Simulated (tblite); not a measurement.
**Frequency calculation, with input and output: AlHSBr**

AlHSBr, multiplicity 2, computed with GFN2-xTB, U-SCC (tblite 0.8.0).

The geometry was optimised with GFN2-xTB.

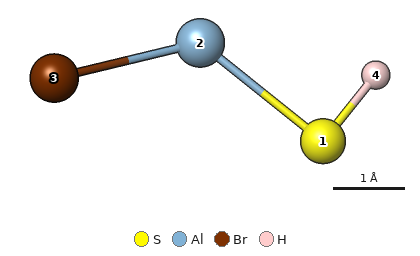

The input geometry (ball-and-stick view, seen at a tilt; atoms are numbered from 1 in the order of the input). Sticks mark near contacts.

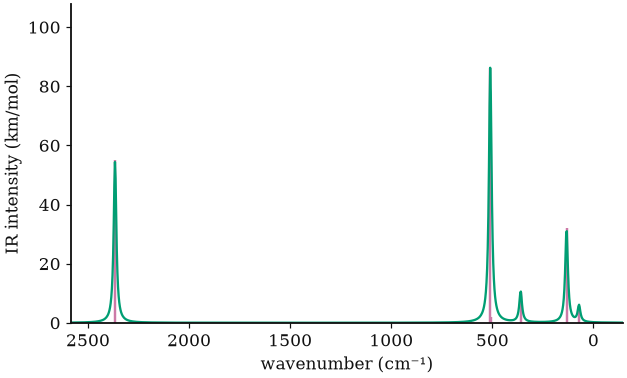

Harmonic infrared spectrum, unscaled: sticks (degenerate modes added up, dark ones marked on the axis) with a Lorentzian envelope of 16 cm⁻¹ full width, scaled to the tallest stick. 6 modes from 71 to 2366 cm⁻¹, none imaginary. The strongest line is at 510 cm⁻¹ (86 km/mol). All modes, in cm⁻¹ (km/mol): 71 (5.6), 133 (32), 360 (10.5), 504 (2.0), 510 (86), 2366 (55).

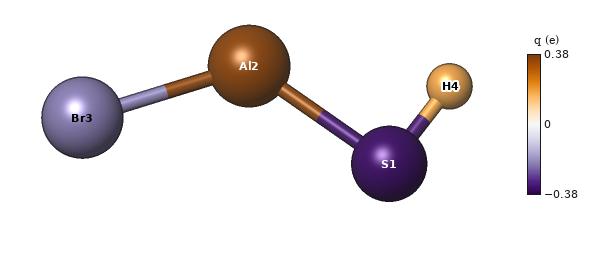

Mulliken charges, as the colour of each atom (ball-and-stick view, seen at a tilt; atoms are numbered from 1 in the order of the input). By element: S −0.34, Al +0.36, Br −0.21 and H +0.19 e.

The input that produced these results follows, with the program's output.

**The input (script.py)**
```python
# GFN2-xTB harmonic vibrations
import json
import numpy as np
from tblite.interface import Calculator
from tblite.interface import symbols_to_numbers
from ase.data import atomic_masses

symbols = list(map(str, np.loadtxt("start.xyz", skiprows=2, usecols=0, dtype=str, ndmin=1)))
numbers = np.array(symbols_to_numbers(symbols))
positions = np.loadtxt("start.xyz", skiprows=2, usecols=(1, 2, 3), ndmin=2) / 0.529177210903

xtb = Calculator("GFN2-xTB", numbers, positions, charge=0, uhf=1)
xtb.set("verbosity", 0)
xtb.set("accuracy", 0.01)
xtb.add("spin-polarization", 1.0)
wfn = xtb.singlepoint()
h = 0.005  # bohr
n = positions.size
H, D = np.zeros((n, n)), np.zeros((n, 3))
for a in range(n):
    g, d = [], []
    for sign in (1, -1):
        x = positions.ravel().copy()
        x[a] += sign * h
        xtb.update(x.reshape(-1, 3))
        y = xtb.singlepoint()
        g.append(y.get('gradient').ravel())
        d.append(y.get('dipole'))
    H[a], D[a] = (g[0] - g[1]) / (2 * h), (d[0] - d[1]) / (2 * h)
mass = np.repeat(atomic_masses[numbers], 3)
H = (H + H.T) / 2 / np.sqrt(np.outer(mass, mass))
# project out translations and rotations
com = positions - atomic_masses[numbers] @ positions / atomic_masses[numbers].sum()
T = [np.tile(v, len(numbers)) for v in np.eye(3)] + [np.cross(com, v).ravel() for v in np.eye(3)]
U, sv, _ = np.linalg.svd((np.array(T) * np.sqrt(mass)).T)
Q = U[:, (sv > 1e-3 * sv.max()).sum():]
w, V = np.linalg.eigh(Q.T @ H @ Q)
freq = np.sign(w) * np.sqrt(np.abs(w)) * 5140.487
inten = (((Q @ V).T / np.sqrt(mass)) @ D) ** 2
inten = inten.sum(axis=1) * 974.88
print(f"E = {wfn.get('energy'):.8f} Eh, max gradient {np.abs(wfn.get('gradient')).max():.2e} Eh/bohr")
print("mode   frequency/cm^-1   IR/(km/mol)")
for i, (v, s) in enumerate(zip(freq, inten), 1):
    print(f"{i:4d} {v:14.2f} {s:14.3f}")
zpe = freq[freq > 0].sum() / 2 / 219474.63
print(f"imaginary modes: {(freq < -10).sum()}, zero-point energy {zpe:.6f} Eh = {zpe * 2625.4996:.4f} kJ/mol")
out = {k: np.asarray(wfn.get(k)).tolist() for k in ("energy", "gradient", "charges", "dipole", "orbital-energies", "orbital-occupations")}
out.update(symbols=symbols, positions=(positions * 0.529177210903).tolist(), frequencies=freq.tolist(), intensities=inten.tolist(), zpe=zpe)
json.dump(out, open("results.json", "w"))
```

**File start.xyz**
```
4

S      0.341221     1.145227    -0.807698
Al    -0.271896    -0.513922     0.549786
Br     0.327468    -2.706690     0.300784
H     -0.341193     2.015085    -0.063271
```

Launch command:
```bash
python script.py
```

**Log**
```
E = -8.95143354 Eh, max gradient 9.94e-06 Eh/bohr
mode   frequency/cm^-1   IR/(km/mol)
   1          71.33          5.636
   2         133.05         32.109
   3         360.05         10.546
   4         504.32          1.959
   5         510.46         86.252
   6        2366.48         55.126
imaginary modes: 0, zero-point energy 0.008989 Eh = 23.6004 kJ/mol
```

**Key numbers**

```json
{"quantity": "outcome", "value": "converged"}
{"quantity": "total energy", "value": "−8.951434 hartree"}
{"quantity": "basis functions", "value": "28"}
{"quantity": "largest force", "value": "0.001 eV/Å"}
{"quantity": "zero-point energy", "value": "0.008989 hartree"}
{"quantity": "dipole moment", "value": "4.40 D"}
{"quantity": "wavenumbers, lowest and highest", "value": "71 and 2366 cm⁻¹"}
{"quantity": "hardware", "value": "1 thread of Intel Xeon (Sapphire Rapids), 64 GiB of memory available, shared host"}
{"quantity": "peak memory", "value": "0.067 GiB"}
```
